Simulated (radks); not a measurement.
# Atomic calculation for Ta⁴⁺

Ta⁴⁺ (Z = 73, 69 electrons) in the configuration [Xe] 4f14 5d1. Computed at this level: scalar-relativistic Kohn-Sham, PBEsol, spin-unpolarised, spherical densities, point nucleus (the in-house radial solver radks).

## Results in brief

- outcome: converged
- total energy: −15596.8910 hartree
- kinetic energy: 17138.6242 hartree
- electron–nucleus energy: −38420.4328 hartree
- Hartree energy: 5994.1645 hartree
- exchange–correlation energy: −309.246976 hartree
- radius at density 0.001 e/bohr³: 3.06 bohr
- SCF iterations: 15
- hardware: 1 CPU thread, shared host

## Input file
```
Z 73
configuration [Xe] 4f14 5d1
relativity scalar-relativistic
functional pbe_sol,pbe_sol
spin unpolarised
nucleus point
c 137.035999084
```

Energies in input and log are in hartree, lengths in bohr.

## Output
```
1s      1   2.0000       -2476.51988888
2s      1   2.0000        -426.79841022
2p      1   6.0000        -374.23326752
3s      1   2.0000         -98.96234854
3p      1   6.0000         -83.33114872
3d      1  10.0000         -65.09286994
4s      1   2.0000         -21.40413859
4p      1   6.0000         -16.27697170
4d      1  10.0000          -9.71713949
4f      1  14.0000          -2.46318315
5s      1   2.0000          -4.22524273
5p      1   6.0000          -2.96495989
5d      1   1.0000          -1.51179878
Etot -15596.890999082785
Ekin 17138.624241957754
Encl -38420.432755660266
Eh 5994.164490532237
Exc -309.2469759125112
err 7.597426951078575e-09
it 15
```

## Slater integrals of the outer shells (hartree)

| integral | value |
| --- | --- |
| F0(5d,5d) | 0.5222 |
| F2(5d,5d) | 0.2765 |
| F4(5d,5d) | 0.1842 |
| F0(5d,4f) | 0.6647 |
| F2(5d,4f) | 0.1626 |
| F4(5d,4f) | 0.0782 |
| G1(5d,4f) | 0.0669 |
| G3(5d,4f) | 0.0575 |
| G5(5d,4f) | 0.0445 |
| F0(5d,5p) | 0.5928 |
| F2(5d,5p) | 0.2944 |
| G1(5d,5p) | 0.3505 |
| G3(5d,5p) | 0.2175 |
| F0(5d,5s) | 0.6166 |
| G2(5d,5s) | 0.2252 |
| F0(4f,4f) | 1.4573 |
| F2(4f,4f) | 0.6983 |
| F4(4f,4f) | 0.4392 |
| F6(4f,4f) | 0.3163 |
| F0(4f,5p) | 0.8672 |

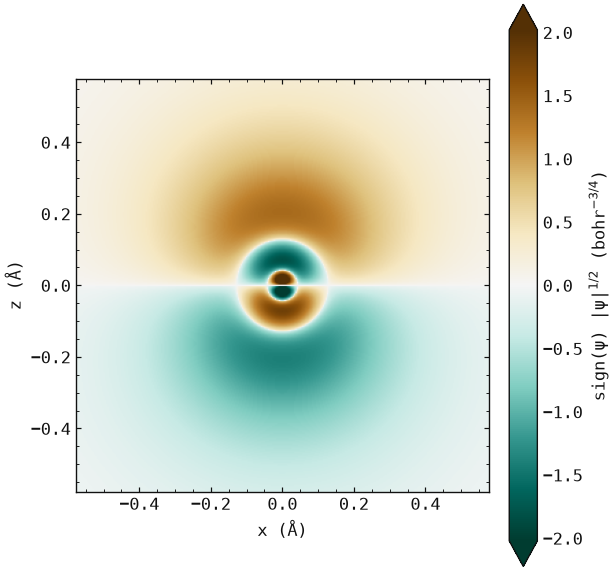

**Figure 1.** One occupied orbital is shown. In the xz plane through the nucleus, the colour gives the signed square root of ψ. (1 bohr = 0.529 Å.) The radial function comes from the spherical calculation and is multiplied by a real spherical harmonic; the overall sign is chosen so that the largest lobe of P(r) is positive; at the scalar-relativistic level it is the large component. It is 4p(z). It has the nodal plane xy and 2 radial nodes, at r = 0.0812 and 0.243 bohr. The outermost maximum of P² lies at 0.450 bohr, ⟨r⟩ = 0.488 bohr, 90 % of the charge lies within 0.709 bohr, and the eigenvalue is −442.9 eV, with 6 electrons in the shell.

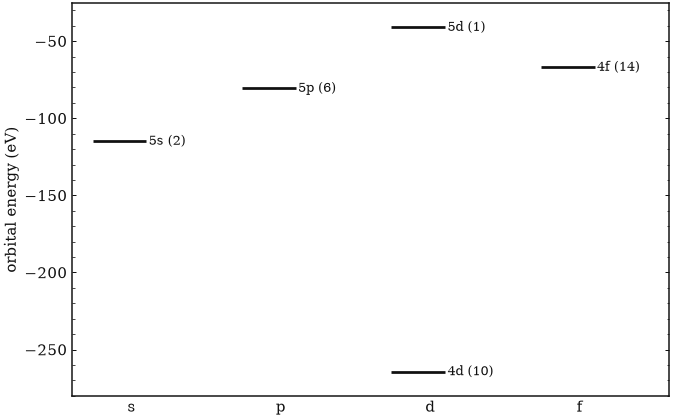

**Figure 2.** The outer levels are drawn by angular momentum (occupations in brackets). The highest occupied level is 5d at −41.1 eV. The highest 4 occupied levels, from the top down, are 5d (−41.1 eV), 4f (−67.0 eV), 5p (−80.7 eV), 5s (−115.0 eV). The semi-empirical ionisation energy (NIST) is 48.3 eV; minus the highest level, 41.1 eV, lies 15 % below it, as is usual for a semilocal functional, whose potential decays too fast.

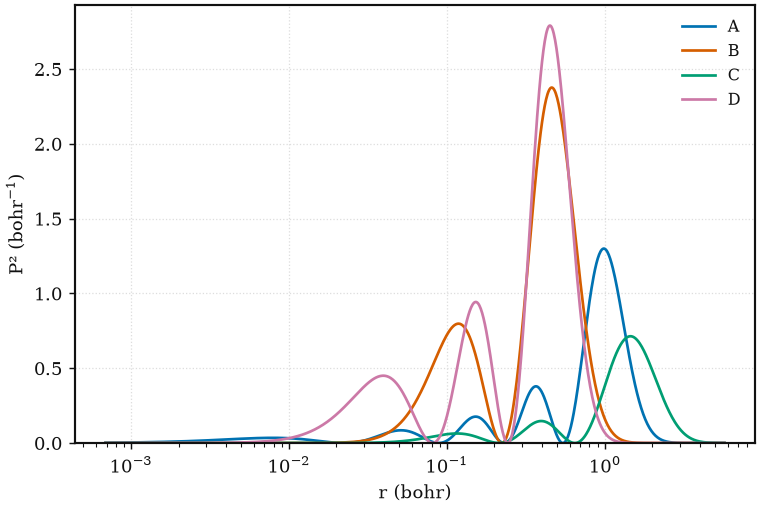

**Figure 3.** The radial probability densities P² of 5d, 4p, 4d and 5s. A is 5s; B is 4d; C is 5d; D is 4p. 4p: outer maximum at 0.450 bohr, ⟨r⟩ = 0.488 bohr, 2 nodes, eigenvalue −442.9 eV; 4d: outer maximum at 0.461 bohr, ⟨r⟩ = 0.523 bohr, 1 node, eigenvalue −264.4 eV; 5s: outer maximum at 0.986 bohr, ⟨r⟩ = 1.09 bohr, 4 nodes, eigenvalue −115.0 eV; 5d: outer maximum at 1.45 bohr, ⟨r⟩ = 1.73 bohr, 2 nodes, eigenvalue −41.1 eV.
